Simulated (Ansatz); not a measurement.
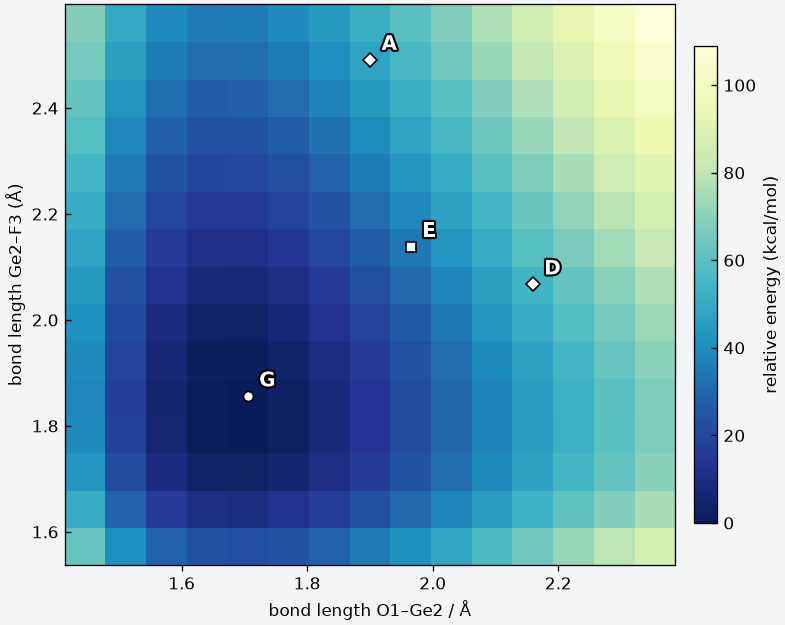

FGeH2O, SMILES [O-][GeH2][F], charge −1. The first coordinate is: bond length O1–Ge2; the second: bond length Ge2–F3. Nothing is relaxed (all other coordinates rigid). The scan uses a 15 × 15 grid. Points are written as (first, second). Energies are in kcal/mol, from the lowest grid point. Theory: Ansatz, RKS PBE0-D4/def2-SVPD.

The picture shows one coloured cell a grid point, lettered points.

> Rank the lettered points by energy, lowest first.

G (0 kcal/mol), E (34 kcal/mol), A (48 kcal/mol), D (54 kcal/mol).

> What kind of point is each of A, D, E, G: minimum, saddle, maximum or slope?

A: on a slope; D: on a slope; E: on a slope; G: minimum. (In these two coordinates alone; a stationary point may lie a little off the grid point.)
